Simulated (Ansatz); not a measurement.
NiMoIrPdW

Input file:

```
crystal:
  lattice:
    - [2.77085, 0.0, 0.0]
    - [-1.38543, 2.39963, 0.0]
    - [0.0, 0.0, 22.01961]
  atoms:
    - { symbol: Ni, position: [0.33333, 0.66667, 0.85081], spin: 1.0 }
    - { symbol: Ni, position: [0.66667, 0.33333, 0.14919], spin: 1.0 }
    - { symbol: Mo, position: [0.66667, 0.33333, 0.76059], spin: 1.0 }
    - { symbol: Mo, position: [0.33333, 0.66667, 0.23941], spin: 1.0 }
    - { symbol: Pd, position: [0.33333, 0.66667, 0.05329] }
    - { symbol: Pd, position: [0.66667, 0.33333, 0.94671] }
    - { symbol: Ir, position: [0.33333, 0.66667, 0.65827], spin: 0.6 }
    - { symbol: Ir, position: [0.66667, 0.33333, 0.34173], spin: 0.6 }
    - { symbol: W, position: [0.33333, 0.66667, 0.44418] }
    - { symbol: W, position: [0.66667, 0.33333, 0.55582] }
hamiltonian:
  xc: rpbe
  pseudopotentials: { kind: paw }
magnetization:
  spin_polarized: true
kpoints:
  mp_grid: { grid: [11, 11, 2] }
  band_path:
    path:
      - [[0.0, 0.0, 0.0], [0.5, 0.0, 0.0], [0.3333333333, 0.3333333333, 0.0], [0.0, 0.0, 0.0], [0.0, 0.0, 0.5], [0.5, 0.0, 0.5], [0.3333333333, 0.3333333333, 0.5], [0.0, 0.0, 0.5]]
      - [[0.5, 0.0, 0.5], [0.5, 0.0, 0.0]]
      - [[0.3333333333, 0.3333333333, 0.0], [0.3333333333, 0.3333333333, 0.5]]
    npoints: 10
scf:
  occupations: { method: fermi_dirac, width: 0.05 }
  n_extra_bands: 25
output:
  forces: true
  stress: true
  eigenvalues: true
  fatbands: false
  write_density: true
  write_potential: true
  elf: true
  volumetric_format: npy
```

Run with:

```sh
ansatz run input.yaml --threads 8 --pin off --max-ram 20480MiB --backend cpu --events-out ev --progress --plain --runs-dir out
```

Below, planes, directions and counts refer to the conventional cell (a = 2.77 Å, b = 2.77 Å, c = 22.02 Å, α = 90.00°, β = 90.00°, γ = 120.00°).

Space group P-3m1; a generated structure, not necessarily the stable one; computed pressure about 4 GPa in this cell; the program warned that a starting moment wasn't kept; spin-polarised, but the moments vanished.

Level of theory: Kohn-Sham DFT of a periodic cell, RPBE, Ansatz PAW in Ansatz 0.2.0.

**What can the converged valence pseudo-density and electron localisation function tell about the bonding?**

Ni–Ni (2.77 Å): ρ is about 0.22 e/Å³ halfway; the ELF is about 0.25 at the midpoint: no localised pair shows between them.
Mo–Mo (2.77 Å): the density is about 0.36 e/Å³ at the midpoint; the ELF is about 0.30 at the midpoint (no localised pair shows between them).

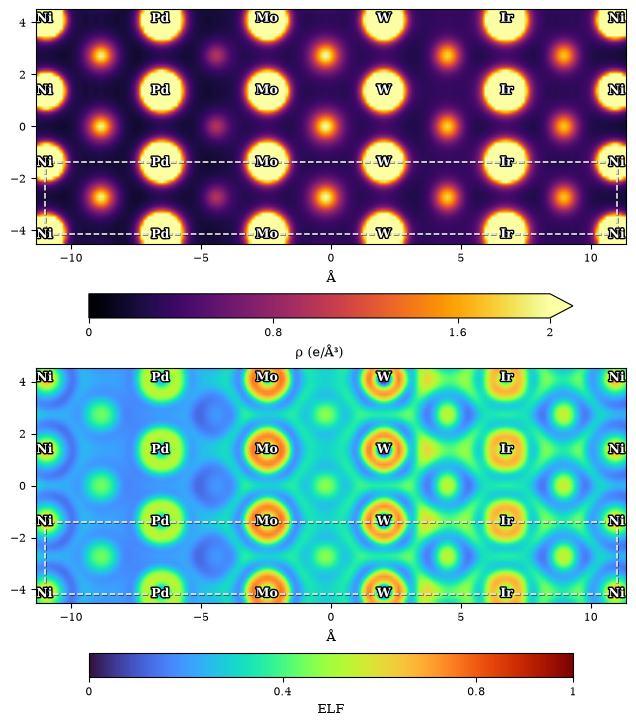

Computed valence pseudo-density and electron localisation function on the (11̄0) plane of the conventional cell, in this order. Atoms just off the plane (Ni, 0.8 Å away, Mo, 0.8 Å away, Pd, 0.8 Å away, Ir, 0.8 Å away and W, 0.8 Å away) can leave unmarked features too.

In a PAW calculation such maps are meaningful between the atoms, not at the nuclei.
